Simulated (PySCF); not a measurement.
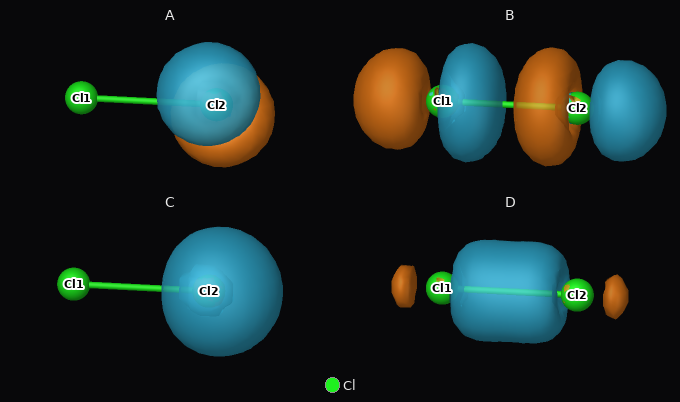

*Cl$_{2}$, SMILES `ClCl`. Intrinsic bond orbitals (IBO), occupied and valence-virtual; each surface holds about 70 % of the orbital's density. Energies are diagonal elements of the Fock matrix.*

Method: r2SCAN/def2-SVP; geometry: GFN2-xTB; program: PySCF. No frequency check shows the geometry to be a minimum. GFN2-xTB bond lengths at metals and heavier atoms can be off by up to 0.1 Å and shapes distorted, which carries into these values.

Input script:

```python
import numpy as np
from pyscf import gto, scf, dft, lo
from pyscf.data.elements import chemcore

def solve(mol, dm0=None, hcore=None):
    mf = (dft.UKS if mol.spin else dft.RKS)(mol, xc='r2scan')
    mf.grids.level = 3
    mf = mf.density_fit(auxbasis='def2-universal-jkfit')
    mf.conv_tol, mf.max_cycle = 1e-8, 80
    if hcore is not None:
        mf.get_hcore = lambda *args: hcore
    mf.kernel(dm0)
    if not mf.converged:
        mf = mf.newton().run(mf.mo_coeff, mf.mo_occ, max_cycle=30)
    assert mf.converged, 'SCF not converged'
    return mf

mol = gto.M(atom='''
Cl     1.00843     0.00000     0.00000
Cl    -1.00843     0.00000     0.00000
''', basis='def2-svp', charge=0, spin=0, verbose=4)
mf = solve(mol)
occ_all = mf.mo_coeff[:, mf.mo_occ > 0]
occ = occ_all[:, chemcore(mol):]
loc = lo.ibo.ibo(mol, occ, iaos=lo.iao.iao(mol, occ_all))
fock, s = mf.get_fock(), mf.get_ovlp()
ortho = lo.orth_ao(mol, 'meta_lowdin')
ortho = lo.vec_lowdin(lo.iao.iao(mol, occ_all), s)
labels = lo.iao.reference_mol(mol).ao_labels(fmt=None)
vir = lo.vvo.livvo(mol, occ_all, mf.mo_coeff[:, mf.mo_occ == 0])
both = np.hstack([loc, vir])
p = (ortho.T @ s @ both) ** 2
pop = np.array([p[[l[0] == a for l in labels]].sum(0) for a in range(mol.natm)])
spd = np.array([[p[[l[0] == a and l[2][-1] == k for l in labels]].sum(0) for k in 'spd'] for a in range(mol.natm)])
eps = np.einsum('pi,pq,qi->i', both, fock, both)
for i in np.argsort(eps):
    top = np.argsort(-pop[:, i])[:3]
    print('%3d %s %9.4f Eh ' % (i + 1, 'occ' if i < loc.shape[1] else 'vir', eps[i]), '  '.join('%s%d %.3f' % (mol.atom_symbol(a), a + 1, pop[a, i]) for a in top))
np.savez('result.npz', c=both, nocc=loc.shape[1], pop=pop, spd=spd, eps=eps, e=mf.e_tot)
```

Launched as:

```sh
OMP_NUM_THREADS=1 python input.py
```

The run took 2.6 s on 1 thread of Intel(R) Xeon(R) Platinum 8259CL CPU @ 2.50GHz (Skylake/Cascade Lake), on a shared host, peak memory 0.18 GiB.

Identify each orbital.

Answer. By panel:
- A: lone pair on Cl2 (p-type) (Cl2 100 %; −8.8 eV)
- B: σ* orbital Cl1–Cl2 (Cl1 50 %, Cl2 50 %; −3.8 eV)
- C: lone pair on Cl2 (s-type) (Cl2 100 %; −20.2 eV)
- D: σ bond Cl2–Cl1 (Cl2 50 %, Cl1 50 %; −16.0 eV)

Which has the smallest and which the largest spatial spread?

Answer. Smallest: C (0.88 Å); largest: B (1.44 Å).
